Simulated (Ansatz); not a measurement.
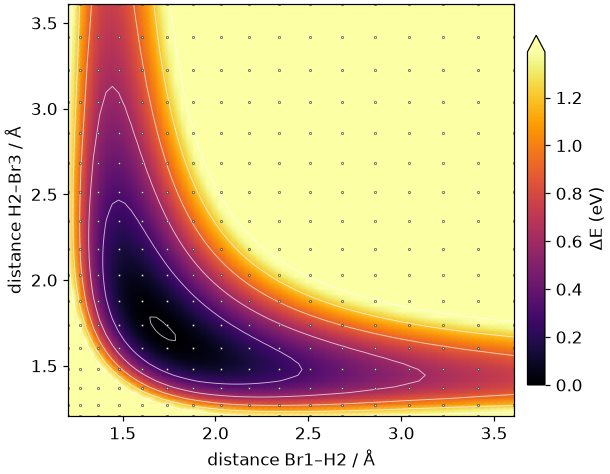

The system Br⁻ + HBr. 
- First axis: distance Br1–H2. Second axis: distance H2–Br3.
- Nothing is relaxed (the angle Br1–H2–Br3 is fixed at 180 degrees).
- The scan uses a 17 × 17 grid; 153 points were computed and 136 follow by symmetry.
- Energies are in eV, from the lowest grid point.
- The reference is spin-restricted, so regions where a bond is pulled apart into radicals lie too high.
- The calculation used RKS PBE0-D4/def2-SVPD in Ansatz.

In the figure: a smooth colour map with a few white contour lines, dots at the grid points, one colour for all values above the top of the scale. Between grid points the surface is interpolated.

Q: Estimate the position of the minimum and the force constants in these coordinates.

A: The interpolated minimum is at distance Br1–H2 ≈ 1.713 Å, distance H2–Br3 ≈ 1.713 Å. The curvatures there are about 6.8 eV/Å² and 6.8 eV/Å², with a cross term of about 5.3 eV/Å². Round the minimum the valley is strongly tilted: raising distance Br1–H2 shifts the best value of distance H2–Br3 downwards (coupling k₁₂/√(k₁₁k₂₂) about 0.8).
